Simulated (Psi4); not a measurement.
# CH2P2 (SMILES P#CP) at M06-L/def2-TZVP

What is the vertical singlet–triplet gap of CH2P2 at M06-L/def2-TZVP? Input form: a Python script.

The results are computed with Psi4 1.11.

### 1 The structure to begin with

CH2P2 has 5 atoms, charge 0, and is taken as a singlet. As SMILES, `P#CP`. The coordinates come from a GFN2-xTB relaxation.

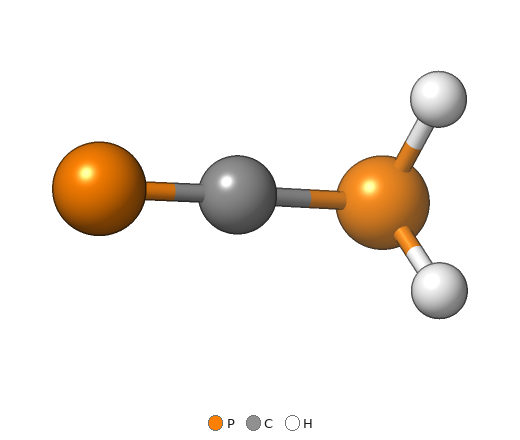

Viewed from a chosen angle; phosphorus orange, carbon grey, hydrogen white.

### 2 Energy and gradient at M06-L/def2-TZVP

Input file run.py:

```python
import psi4

psi4.set_memory('1600 MB')
psi4.set_num_threads(1)
psi4.core.set_output_file('run.log', False)

mol = psi4.geometry("""
0 1
P     -0.184270    -1.526160     1.855470
C     -0.179400    -0.463280     0.711510
P     -0.345190     0.838030    -0.445400
H     -0.313860     0.025160    -1.585910
H      1.022730     1.126250    -0.535670
symmetry c1
""")

psi4.set_options({
    'basis': 'def2-TZVP',
    'reference': 'rks',
    'puream': True,
    'e_convergence': 1e-09,
    'd_convergence': 1e-08,
    'scf_type': 'pk',
    'dft_radial_points': 99,
    'dft_spherical_points': 590,
})

energy_value, wavefunction = psi4.gradient("m06-l", return_wfn=True)
psi4.oeprop(wavefunction, "WIBERG_LOWDIN_INDICES", "DIPOLE", "MAYER_INDICES", title="M06-L")
print('gradient / Eh bohr^-1')
print(energy_value.np.round(6))
print(f'energy = {wavefunction.energy():.10f} Eh')
```

Launch:

```console
$ python run.py
```

run.log:

```text
[...]
  Running in c1 symmetry.
[...]
  Nuclear repulsion =  112.277776165079032
[...]
  Multiplicity = 1
[...]
  Nalpha       = 19
  Nbeta        = 19
[...]
    Number of basis functions: 117
[...]
   @RKS iter   1:  -721.53571702893623    5.49302e-02   8.06375e-03 ADIIS/DIIS
[...]
   @RKS iter  14:  -721.97610658534074   -4.20641e-12   5.24277e-09 DIIS
[...]
    Orbital Energies [Eh]
    ---------------------
    Doubly Occupied:
       1A    -76.767854     2A    -76.743736     3A    -10.079662
       4A     -6.526257     5A     -6.503160     6A     -4.637031
       7A     -4.636318     8A     -4.631779     9A     -4.614240
      10A     -4.612438    11A     -4.609401    12A     -0.700433
      13A     -0.609498    14A     -0.440398    15A     -0.383528
      16A     -0.328013    17A     -0.294277    18A     -0.257351
      19A     -0.231549
[...]
  @RKS Final Energy:  -721.97610658534074
   => Energetics <=
    Nuclear Repulsion Energy =            112.2777761650790325
    One-Electron Energy =               -1219.9793277268818201
    Two-Electron Energy =                 438.3597191317658144
    DFT Exchange-Correlation Energy =     -52.6342741553038778
    Empirical Dispersion Energy =           0.0000000000000000
    VV10 Nonlocal Energy =                  0.0000000000000000
    Total Energy =                       -721.9761065853407445
[...]
  -Total Gradient:
     Atom            X                  Y                   Z
    ------   -----------------  -----------------  -----------------
       1       -0.000506041286    -0.008492837819     0.010027430406
       2        0.002258088701     0.011394981207    -0.015528868953
       3        0.002246865454    -0.001084689216    -0.001521205889
       4        0.001823950165     0.002314610317     0.006492656131
       5       -0.005868412380    -0.004034303422     0.000483670989
[...]
 Multipole Moments:
 ------------------------------------------------------------------------------------
     Multipole            Electronic (a.u.)      Nuclear  (a.u.)        Total (a.u.)
 ------------------------------------------------------------------------------------
 L = 1.  Multiply by 2.5417464519 to convert [e a0] to [Debye]
 Dipole X            :         -1.0122543            1.1598559            0.1476016
 Dipole Y            :         -1.6319581            1.7243187            0.0923606
 Dipole Z            :          3.0278037           -3.3092193           -0.2814156
 Magnitude           :                                                    0.3309252
[...]
```

The script printed:

```text
Memory set to   1.490 GiB by Python driver.
  Threads set to 1 by Python driver.
gradient / Eh bohr^-1
[[-0.000506 -0.008493  0.010027]
 [ 0.002258  0.011395 -0.015529]
 [ 0.002247 -0.001085 -0.001521]
 [ 0.001824  0.002315  0.006493]
 [-0.005868 -0.004034  0.000484]]
energy = -721.9761065853 Eh
```

Wall time 73 s (1 thread of Intel Xeon Platinum 8259CL at 2.50GHz (Skylake/Cascade Lake), shared host); peak memory 0.7 GiB.

### 3 The triplet: the energy at UM06-L/def2-TZVP

Input file job.py:

```python
import psi4

psi4.set_memory(1600000000)
psi4.set_num_threads(1)
psi4.core.set_output_file('run.log', False)

molecule = psi4.geometry("""
0 3
P     -0.184270    -1.526160     1.855470
C     -0.179400    -0.463280     0.711510
P     -0.345190     0.838030    -0.445400
H     -0.313860     0.025160    -1.585910
H      1.022730     1.126250    -0.535670
units angstrom
symmetry c1
""")

options = {'basis': 'def2-TZVP', 'reference': 'uks', 'puream': True, 'e_convergence': 1e-09, 'd_convergence': 1e-08, 'scf_type': 'pk', 'dft_radial_points': 99, 'dft_spherical_points': 590, 'maxiter': 200}
psi4.set_options(options)

E = psi4.energy("m06-l")
print(f'm06-l energy: {E:.10f} Eh')
```

Launch:

```console
$ python job.py
```

run.log:

```text
[...]
  Running in c1 symmetry.
[...]
  Nuclear repulsion =  112.277776165079032
[...]
  Multiplicity = 3
[...]
  Nalpha       = 20
  Nbeta        = 18
[...]
    Number of basis functions: 117
[...]
   @UKS iter   1:  -721.36983568204573    2.20812e-01   8.27800e-03 ADIIS/DIIS
[...]
   @UKS iter  22:  -721.85111508635532    4.82032e-11   6.54712e-09 DIIS
[...]
   @S^2 Observed:                2.008307813E+00
[...]
    Orbital Energies [Eh]
    ---------------------
    Alpha Occupied:
       1A    -76.789113     2A    -76.750247     3A    -10.076391
       4A     -6.544440     5A     -6.507443     6A     -4.654432
       7A     -4.654015     8A     -4.652731     9A     -4.625143
      10A     -4.614209    11A     -4.614168    12A     -0.721945
      13A     -0.629752    14A     -0.451811    15A     -0.394399
      16A     -0.346241    17A     -0.313395    18A     -0.274690
      19A     -0.265238    20A     -0.106678
    Alpha Virtual:
      21A     -0.103239    22A     -0.005178    23A      0.000886
      24A      0.047866    25A      0.099040    26A      0.157079
[...]
  @UKS Final Energy:  -721.85111508635532
   => Energetics <=
    Nuclear Repulsion Energy =            112.2777761650790325
    One-Electron Energy =               -1219.5570873633250812
    Two-Electron Energy =                 438.0787794942538085
    DFT Exchange-Correlation Energy =     -52.6505833823631662
    Empirical Dispersion Energy =           0.0000000000000000
    VV10 Nonlocal Energy =                  0.0000000000000000
    Total Energy =                       -721.8511150863553212
[...]
 Multipole Moments:
 ------------------------------------------------------------------------------------
     Multipole            Electronic (a.u.)      Nuclear  (a.u.)        Total (a.u.)
 ------------------------------------------------------------------------------------
 L = 1.  Multiply by 2.5417464519 to convert [e a0] to [Debye]
 Dipole X            :         -1.0943154            1.1598559            0.0655404
 Dipole Y            :         -1.2036321            1.7243187            0.5206866
 Dipole Z            :          2.6784660           -3.3092193           -0.6307533
 Magnitude           :                                                    0.8205241
[...]
```

On the terminal:

```text
Memory set to   1.490 GiB by Python driver.
  Threads set to 1 by Python driver.
m06-l energy: -721.8511150864 Eh
```

It took 1.9 min on 1 thread of Intel Xeon Platinum 8259CL at 2.50GHz (Skylake/Cascade Lake), shared host; peak memory 0.7 GiB.

### 4 What came out

At M06-L/def2-TZVP:

| quantity | value |
| --- | --- |
| singlet: total energy | -721.97611 Eh |
| singlet: dipole moment | 0.84 D |
| singlet: HOMO energy | -6.30 eV |
| singlet: LUMO energy | -2.45 eV |
| singlet: HOMO–LUMO gap | 3.85 eV |
| singlet: largest force on an atom | 0.997 eV/Å |
| triplet: total energy | -721.85112 Eh |
| triplet: dipole moment | 2.09 D |
| triplet: HOMO energy (highest over α and β) | -2.90 eV |
| triplet: ⟨S²⟩ | 2.008 |
| vertical energy of the triplet above the singlet | 3.401 eV |

In words: At this shape the triplet lies 3.40 eV (78 kcal/mol) above the singlet. The largest force (singlet) is 1.00 eV/Å: the shape isn't a stationary point for this species at this level.
